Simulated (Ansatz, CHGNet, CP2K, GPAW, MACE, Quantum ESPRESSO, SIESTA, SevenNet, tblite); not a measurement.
# Ge(100) slab, H on the bottom face, dimerised (80 atoms) in other programs, against a plane-wave reference

Wanted: errors and costs of other methods on Ge(100) slab, H on the bottom face, dimerised (80 atoms). A plane-wave run serves as the reference.

Method: Kohn-Sham DFT, PBE, SSSP efficiency 1.3.0 pseudopotentials, plane waves, in Quantum ESPRESSO 7.5.

## (1) Starting point

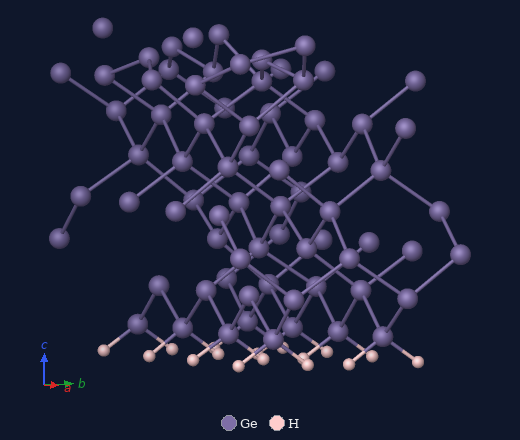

The starting structure, seen from the side, with the c axis up (germanium purple, hydrogen pink). Some periodic images of atoms are drawn too.

The cell holds 80 atoms: 64 Ge and 16 H. Its edges and angles: a = 16.003 Å, b = 8.002 Å, c = 20.785 Å, α = 90.0°, β = 90.0°, γ = 90.0°. It derives from Ge (diamond-structure). Diamond-structure Ge (a = 5.658 Å), (100) slab of 8 atomic planes, 4 x 2 surface cells, H on the broken bonds of the bottom face, 10 Å of vacuum; top atoms paired into dimers, p(2x2) buckling; displaced by a Gaussian of 0.02 Å. Then every atom was moved at random, 0.05 Å r.m.s. a Cartesian component (hydrogen 0.6 of that). Regions: slab, 64 atoms (64 Ge); hydrogen, 16 atoms (16 H). Vacuum lies along c.

## (2) The reference run

File pw.in:

```
&control
  calculation = 'scf'
  pseudo_dir = './pseudo'
  outdir = './tmp'
  disk_io = 'none'
  tprnfor = .true.
/
&system
  ibrav = 0
  nat = 80
  ntyp = 2
  ecutwfc = 45
  ecutrho = 360
  nosym = .true.
  occupations = 'smearing'
  smearing = 'fd'
  degauss = 0.003675
/
&electrons
  conv_thr = 4.0e-07
  electron_maxstep = 100
  mixing_beta = 0.2
  mixing_mode = 'local-TF'
  diagonalization = 'david'
/
ATOMIC_SPECIES
Ge 72.630 Ge.upf
H 1.008 H.upf
CELL_PARAMETERS angstrom
16.00324 0.00000 0.00000
0.00000 8.00162 0.00000
0.00000 0.00000 20.78485
ATOMIC_POSITIONS crystal
Ge 0.12606 0.25051 0.28220
Ge 0.99310 0.24706 0.35003
Ge 0.99646 0.49684 0.41531
Ge 0.12096 0.99598 0.49092
Ge 0.12306 0.25650 0.55609
Ge 0.00533 0.25199 0.62370
Ge 0.00460 0.00044 0.68640
Ge 0.12508 0.09226 0.76265
Ge 0.12433 0.75049 0.28354
Ge 0.99939 0.75863 0.34873
Ge 0.99836 0.99968 0.41842
Ge 0.13137 0.50012 0.48165
[... 64 atom lines left out ...]
H 0.87556 0.09242 0.24007
H 0.87688 0.40527 0.23987
H 0.87725 0.90575 0.24128
H 0.87461 0.59483 0.23951
K_POINTS gamma
```

Command:

```sh
> OMP_NUM_THREADS=1 mpirun -np 4 pw.x -in pw.in > output.txt
```

Numbers of over 12 decimals in the logs are rounded to 6 here.

The program printed:

```text
Program PWSCF
     gamma-point specific algorithms are used
     one sub-group per band group will be used
     scalapack distributed-memory algorithm (size of sub-group:  2*  2 procs)
     Parallelization info
     sticks:   dense  smooth     PW     G-vecs:    dense   smooth      PW
     Min        3276    1641    409               517920   183123   22863
     Max        3279    1644    412               517930   183130   22872
     Sum       13109    6569   1645              2071697   732507   91479
     bravais-lattice index     =            0
     lattice parameter (alat)  =      30.2417  a.u.
     unit-cell volume          =   17960.9514 (a.u.)^3
     number of atoms/cell      =           80
     number of atomic types    =            2
     number of electrons       =       912.00
[... lines left out ...]
     scf convergence threshold =      4.0E-07
[... lines left out ...]
     number of k points=     1  Fermi-Dirac smearing, width (Ry)=  0.0037
[... lines left out ...]
     total energy              =  -13690.51273934 Ry
[... lines left out ...]
     total energy              =  -13689.94789211 Ry
[... lines left out ...]
     total energy              =  -13690.09506251 Ry
[... lines left out ...]
     total energy              =  -13690.07931946 Ry
[... lines left out ...]
     total energy              =  -13690.07931947 Ry
     estimated scf accuracy    <       0.00000054 Ry
     iteration # 17     ecut=    45.00 Ry     beta= 0.20
     negative rho (up, down):  6.031E-05 0.000E+00
     End of self-consistent calculation
          k = 0.0000 0.0000 0.0000 ( 45740 PWs)   bands (ev):
   -22.2405 -22.2236 -22.1866 -22.1550 -22.1528 -22.1525 -22.1461 -22.1361
   -22.1285 -22.1172 -22.1114 -22.1092 -22.1067 -22.1043 -22.1028 -22.0987
   -22.0915 -22.0865 -22.0822 -22.0776 -22.0728 -22.0715 -22.0698 -22.0646
[...]
7.0697   7.1159   7.1500   7.1620   7.1783   7.2543   7.2686   7.2837
     7.3114   7.3566   7.3970   7.4551   7.4646   7.4998   7.5201   7.5552
     7.5747   7.6060   7.6564
     the Fermi energy is     2.4293 ev
!    total energy              =  -13690.07932003 Ry
     estimated scf accuracy    <       0.00000012 Ry
     smearing contrib. (-TS)   =      -0.01545716 Ry
     internal energy E=F+TS    =  -13690.06386288 Ry
     The total energy is F=E-TS. E is the sum of the following terms:
     one-electron contribution =  -40350.89295465 Ry
     hartree contribution      =   20829.56321163 Ry
     xc contribution           =   -3743.36917078 Ry
     ewald contribution        =    9574.63505091 Ry
     convergence has been achieved in  17 iterations
     negative rho (up, down):  6.031E-05 0.000E+00
     Forces acting on atoms (cartesian axes, Ry/au):
     atom    1 type  1   force =    -0.04138531    0.00920658    0.01734918
     atom    2 type  1   force =     0.05763625   -0.00239374    0.00677637
     atom    3 type  1   force =     0.05315304    0.02790595   -0.00871207
[...]
atom   79 type  2   force =    -0.00462670   -0.01765220   -0.00248983
     atom   80 type  2   force =    -0.00100420    0.01517564   -0.00077054
     Total force =     0.463553     Total SCF correction =     0.001536
     Message from routine punch:
     Nothing written, as per user request (disk_io='none')
```

The job ended after 8 min (4 MPI ranks of Arm Neoverse V2, shared host; peak memory 7.7 GiB).

Banners, paths, timers and routine set-up lines are dropped from the logs unmarked, and long logs keep their key lines alone; longer cuts are marked.

Numbers from this run:

| Property | Result |
| --- | --- |
| r.m.s. force component | 0.7693 eV/Å |
| longest force | 3.356 eV/Å |

## (3) Structure statistics

Normalised to the volume that the atoms fill. Pair distribution functions g(r), in bins of 0.2 Å:

| r (Å) | total | Ge-Ge | Ge-H | H-H |
| --- | --- | --- | --- | --- |
| 1.40 | 0.38 | 0.00 | 0.00 | 9.60 |
| 1.60 | 1.75 | 0.00 | 4.38 | 8.80 |
| 1.80 | 0.00 | 0.00 | 0.00 | 0.00 |
| 2.00 | 0.00 | 0.00 | 0.00 | 0.00 |
| 2.20 | 0.28 | 0.44 | 0.00 | 0.00 |
| 2.40 | 2.58 | 3.87 | 0.00 | 2.52 |
| 2.60 | 1.38 | 1.90 | 0.00 | 4.03 |
| 2.80 | 0.28 | 0.00 | 0.86 | 0.00 |
| 3.00 | 0.14 | 0.04 | 0.38 | 0.00 |
| 3.20 | 0.53 | 0.22 | 1.22 | 0.00 |
| 3.40 | 0.22 | 0.00 | 0.69 | 0.00 |
| 3.60 | 0.09 | 0.14 | 0.00 | 0.00 |
| 3.80 | 0.53 | 0.83 | 0.00 | 0.00 |
| 4.00 | 3.73 | 4.84 | 0.70 | 10.21 |
| 4.20 | 1.17 | 0.58 | 2.05 | 3.69 |
| 4.40 | 0.40 | 0.21 | 0.72 | 0.82 |
| 4.60 | 1.47 | 2.22 | 0.00 | 1.18 |
| 4.80 | 1.18 | 1.66 | 0.05 | 2.52 |
| 5.00 | 0.33 | 0.06 | 0.89 | 0.00 |
| 5.20 | 0.26 | 0.11 | 0.61 | 0.00 |
| 5.40 | 0.40 | 0.19 | 0.76 | 0.85 |
| 5.60 | 0.87 | 1.04 | 0.00 | 5.16 |
| 5.80 | 0.30 | 0.43 | 0.00 | 0.47 |
| 6.00 | 0.64 | 0.68 | 0.63 | 0.00 |
| 6.20 | 1.11 | 1.56 | 0.35 | 0.00 |
| 6.40 | 0.39 | 0.25 | 0.67 | 0.49 |
| 6.60 | 0.47 | 0.10 | 1.19 | 0.48 |
| 6.80 | 1.01 | 1.25 | 0.46 | 1.78 |

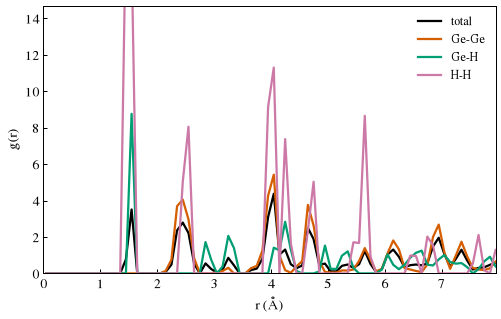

Pair distribution functions, with peaks cut at 14.

Bonds by pair of elements; cutoffs follow the first minimum of g(r), held within bounds set by covalent radii, and pairs that aren't listed don't count as bonded:

| pair A-B | cutoff (Å) | bonds | mean length (Å) | spread (Å) | shortest (Å) | B about A | A about B |
| --- | --- | --- | --- | --- | --- | --- | --- |
| Ge-Ge | 2.88 | 116 | 2.45 | 0.098 | 2.18 | 3.62 | 3.62 |
| Ge-H | 1.89 | 16 | 1.53 | 0.021 | 1.50 | 0.25 | 1 |

How many atoms have how many bonded neighbours:

| element | mean | 1 | 3 | 4 |
| --- | --- | --- | --- | --- |
| Ge | 3.88 | 0 | 8 | 56 |
| H | 1 | 16 | 0 | 0 |

## (4) The other programs

The programs:
- CHGNet: machine-learned potential, published weights.
- CP2K 2026.2: Gaussian basis with GTH pseudopotentials and a plane-wave density; labels give functional, basis (MOLOPT sets; SR short-range, UZH the newer set with its own potentials), grid cutoff/relative cutoff and solver (OT: orbital transformation; TRS4, TC2, SIGN: linear-scaling purification with its sparsity filter), or its built-in tight binding.
- GPAW 26.7.0: PAW with atomic orbitals (LCAO), plane waves or a real-space grid of spacing h.
- MACE: machine-learned potential, published weights.
- SIESTA 5.4.2: numerical atomic orbitals, whose automatically made sets are far from complete, with PseudoDojo norm-conserving potentials that we converted to its format (checked against plane waves on the same files for H, C, O, Si, Ge and Ca alone); labels give functional, basis size, energy shift and mesh cutoff.
- SevenNet: machine-learned potential, published weights.
- tblite 0.8.0: extended tight binding, driven from Python.

All use the same cell and atoms; the electronic-structure runs use the same k-mesh, and an electronic temperature of 580 K (0.05 eV) where levels are smeared.

Differences are against the plane-wave reference, forces as r.m.s. over components; share is that over the reference's r.m.s. force, slope the least-squares factor from reference forces to these. Total energies of different programs have different zeros and aren't compared.

| run | Δ force, r.m.s. (meV/Å) | share (%) | slope | cores | CPU time | memory (GiB) |
| --- | --- | --- | --- | --- | --- | --- |
| reference | - | - | - | 4 | 32 min | 7.7 |
| CHGNet 0.3.0 potential | 304 | 39.6 | 0.839 | 1 | 3.1 s | 0.65 |
| CP2K BLYP, DZVP-MOLOPT-SR, 450/50 Ry, diagonalisation | 140 | 18.2 | 0.957 | 2 | 4 min | 4.4 |
| CP2K LDA, DZVP-MOLOPT-SR, 450/50 Ry, diagonalisation | 171 | 22.2 | 0.857 | 2 | 3.3 min | 4.1 |
| CP2K PBE+D3, DZVP-MOLOPT-SR, 450/50 Ry, diagonalisation | 53.8 | 6.99 | 0.986 | 2 | 5.3 min | 4.3 |
| CP2K PBE, DZVP-MOLOPT-SR, 157/50 Ry, diagonalisation (coarse) | 153 | 19.9 | 0.984 | 1 | 2.4 min | 1.2 |
| CP2K PBE, DZVP-MOLOPT-SR, 450/20 Ry, diagonalisation (coarse) | 44.9 | 5.84 | 0.986 | 2 | 4.4 min | 4.3 |
| CP2K PBE, DZVP-MOLOPT-SR, 450/50 Ry, diagonalisation | 44.8 | 5.83 | 0.987 | 2 | 5.3 min | 4.3 |
| CP2K PBE, DZVP-MOLOPT-SR, 630/50 Ry, diagonalisation | 44.8 | 5.83 | 0.987 | 2 | 7.1 min | 6.5 |
| CP2K PBE, SZV-MOLOPT-SR, 450/50 Ry, diagonalisation (coarse) | 375 | 48.7 | 1.276 | 1 | 3.7 min | 4.2 |
| CP2K PBE, TZV2P-MOLOPT (SR for Ge), 450/50 Ry, diagonalisation | 25.7 | 3.35 | 0.989 | 4 | 8 min | 8.1 |
| CP2K PBE, TZVP-UZH, 450/50 Ry, diagonalisation | 26.7 | 3.47 | 0.995 | 4 | 6.3 min | 5.9 |
| GPAW PBE, LCAO dzp, h 0.15 Å | 138 | 18.0 | 1.086 | 1 | 6.3 min | 3.9 |
| GPAW PBE, LCAO dzp, h 0.2 Å | 139 | 18.1 | 1.086 | 1 | 3.1 min | 1.7 |
| GPAW PBE, LCAO dzp, h 0.2 Å, other mixer settings | 139 | 18.0 | 1.086 | 1 | 4.1 min | 1.6 |
| GPAW PBE, LCAO sz(dzp), h 0.2 Å (coarse) | 539 | 70.1 | 1.266 | 1 | 60 s | 1.4 |
| GPAW PBE, LCAO szp(dzp), h 0.2 Å (coarse) | 318 | 41.3 | 1.207 | 1 | 2.4 min | 1.7 |
| MACE MP-0b2 small potential | 248 | 32.3 | 0.911 | 1 | 5.9 s | 0.66 |
| SIESTA PBE, DZ, shift 0.01 Ry, mesh 300 Ry (coarse) | 140 | 18.2 | 1.115 | 1 | 2.7 min | 1.1 |
| SIESTA PBE, DZP, shift 0.01 Ry, mesh 200 Ry | 121 | 15.7 | 1.094 | 1 | 3.7 min | 1 |
| SIESTA PBE, DZP, shift 0.01 Ry, mesh 300 Ry | 122 | 15.9 | 1.094 | 1 | 6.8 min | 1.7 |
| SIESTA PBE, TZP, shift 0.01 Ry, mesh 300 Ry | 117 | 15.2 | 1.098 | 2 | 9.5 min | 2.3 |
| SevenNet l3i5 potential | 250 | 32.5 | 0.866 | 1 | 8 s | 1.1 |
| tblite GFN1-xTB | 285 | 37.0 | 1.018 | 1 | 4.6 s | 0.15 |

Rows marked coarse were listed beforehand as settings not expected to be converged; some can still land near the reference.

Times of the machine-learned potentials are mostly Python's start and the loading of weights.

CPU time is summed over cores on a shared host, where runs went side by side, so it is rough. Symmetry, cutoffs, thresholds, outputs and thread counts weren't matched or tuned between programs; memory under MPI is the largest rank's times the ranks.

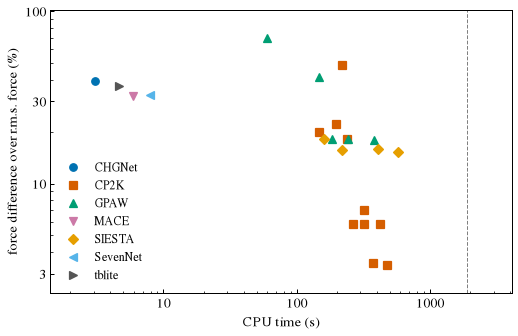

Force difference against CPU time; the dashed line marks the reference's time.

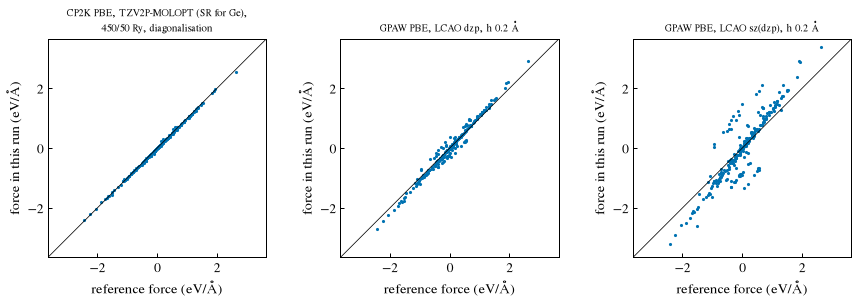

Force components against those of the reference; the line marks equality.

Runs without a result: CP2K GFN1-xTB, diagonalisation (not converged, the SCF not settling); tblite GFN2-xTB (not converged); SIESTA PBE, SZP, shift 0.01 Ry, mesh 300 Ry (cut off at its time limit of 5.1 min).

Mean charges by element (e), by run and scheme:

| run | scheme | Ge | H |
| --- | --- | --- | --- |
| CP2K BLYP, DZVP-MOLOPT-SR, 450/50 Ry, diagonalisation | Mulliken | 0.00 | -0.01 |
| CP2K LDA, DZVP-MOLOPT-SR, 450/50 Ry, diagonalisation | Mulliken | -0.01 | +0.06 |
| CP2K PBE+D3, DZVP-MOLOPT-SR, 450/50 Ry, diagonalisation | Mulliken | -0.01 | +0.02 |
| CP2K PBE, DZVP-MOLOPT-SR, 450/50 Ry, diagonalisation | Mulliken | -0.01 | +0.02 |
| CP2K PBE, DZVP-MOLOPT-SR, 630/50 Ry, diagonalisation | Mulliken | -0.01 | +0.02 |
| CP2K PBE, TZV2P-MOLOPT (SR for Ge), 450/50 Ry, diagonalisation | Mulliken | +0.03 | -0.10 |
| CP2K PBE, TZVP-UZH, 450/50 Ry, diagonalisation | Mulliken | +0.02 | -0.07 |
| SIESTA PBE, DZP, shift 0.01 Ry, mesh 200 Ry | Hirshfeld | +0.02 | -0.07 |
| SIESTA PBE, DZP, shift 0.01 Ry, mesh 300 Ry | Hirshfeld | +0.02 | -0.07 |
| SIESTA PBE, TZP, shift 0.01 Ry, mesh 300 Ry | Hirshfeld | +0.02 | -0.07 |
| tblite GFN1-xTB | Mulliken | +0.01 | -0.05 |

Within one program, basis, potentials and functional, energies share a zero. Each run against its twin at the usual cutoff or grid and solver:

| run | twin | Δ energy (meV/atom) | Δ force, r.m.s. (meV/Å) | CPU time over the twin's |
| --- | --- | --- | --- | --- |
| CP2K PBE, DZVP-MOLOPT-SR, 157/50 Ry, diagonalisation | DZVP-MOLOPT-SR, 450/50 Ry, diagonalisation | -1.37 | 146 | 0.46 (this twin ran on 2 cores) |
| CP2K PBE, DZVP-MOLOPT-SR, 450/20 Ry, diagonalisation | DZVP-MOLOPT-SR, 450/50 Ry, diagonalisation | 0.0133 | 1.54 | 0.83 |
| CP2K PBE, DZVP-MOLOPT-SR, 630/50 Ry, diagonalisation | DZVP-MOLOPT-SR, 450/50 Ry, diagonalisation | 0 | 0.01 | 1.3 |
| GPAW PBE, LCAO dzp, h 0.15 Å | LCAO dzp, h 0.2 Å | -9.48 | 8.90 | 2.1 |
| GPAW PBE, LCAO dzp, h 0.2 Å, other mixer settings | LCAO dzp, h 0.2 Å | 1.0e-4 | 1.90 | 1.3 |
| SIESTA PBE, DZP, shift 0.01 Ry, mesh 200 Ry | DZP, shift 0.01 Ry, mesh 300 Ry | -11.2 | 4.62 | 0.54 |

## (5) Summary of results

```
reference r.m.s. force component                       : 0.769 eV/Å
nearest in forces                                      : CP2K PBE, TZV2P-MOLOPT (SR for Ge), 450/50 Ry, diagonalisation, 3.3 %
farthest in forces                                     : GPAW PBE, LCAO sz(dzp), h 0.2 Å (coarse), 70 %
cheapest electronic-structure run beside the reference : tblite GFN1-xTB, 4.6 s of CPU time
```

The PBE runs in local orbitals, coarse settings apart, differ by 3.3 % (CP2K PBE, TZV2P-MOLOPT (SR for Ge), 450/50 Ry, diagonalisation) to 18 % (GPAW PBE, LCAO dzp, h 0.2 Å); basis, grid and potentials can all enter. Tight binding differs by 37 % (tblite GFN1-xTB); it is another model, with fitted parameters of its own, and the xTB methods hold dispersion. Machine-learned potentials differ by 32 % (MACE MP-0b2 small potential) to 40 % (CHGNet 0.3.0 potential); they were trained on other programs' data. Among those trained on PBE data the slope goes as low as 0.84, which softening far from their training structures can give, though the reference's k-sampling is untested too. Rows with another functional or a dispersion term differ by 7.0 % (CP2K PBE+D3, DZVP-MOLOPT-SR, 450/50 Ry, diagonalisation) to 22 % (CP2K LDA, DZVP-MOLOPT-SR, 450/50 Ry, diagonalisation), which mixes the change of model with differences of basis and potentials. Runs with settings chosen to be coarse differ by 5.8 % (CP2K PBE, DZVP-MOLOPT-SR, 450/20 Ry, diagonalisation) to 70 % (GPAW PBE, LCAO sz(dzp), h 0.2 Å), their programs' other errors included. Of the electronic-structure runs that take under half the reference's CPU time, CP2K PBE, TZV2P-MOLOPT (SR for Ge), 450/50 Ry, diagonalisation comes nearest, at 3.3 % in 8 min against 32 min. SIESTA PBE, DZ, shift 0.01 Ry, mesh 300 Ry stiffens the forces by a factor of 1.11 while following their directions (correlation 0.992); the slopes of the 4 SIESTA runs lie between 1.09 and 1.11. Charges hang on model, scheme and program or settings: among these rows the mean for H runs from -0.10 to +0.06 e, even in sign. In the reference: levels near the Fermi energy are neither full nor empty under the smearing, so no gap is quoted. In the reference: for some of the pairs, g(r) has its first main peak near 2.44 Å (Ge-Ge) and 1.53 Å (Ge-H). Periodic xTB results under one method name differ between programs and library versions. The potentials hold different valence shells: 912 electrons in the reference, 272 in GPAW and 272 in CP2K with TZVP-UZH; this bears on time and differences. GPAW's setups keep the filled d shell of Ge in the core. Machine-learned potentials mimic data converged in k, so the reference's own k-point error enters their differences. The runs have no spin polarisation, so any moments at edges, vacancies or dangling bonds can't form. The electronic-structure runs sample only Γ, in a cell whose shortest periodic width is 8 Å, which is coarse for a cell with partly filled levels.

[Also dropped from logs without a mark: logging warnings of Python, and SIESTA's first energy breakdown and zero terms.]

[Logs are printed without paths, hosts, clocks, repeated set-up lines and the standing remarks that a program may print on its own settings, such as how far it seeks lower states.]

[Hosts, paths, dates, database ids (printed as entryN), source tags and the programs' standing remarks are cut or masked in the printed files.]
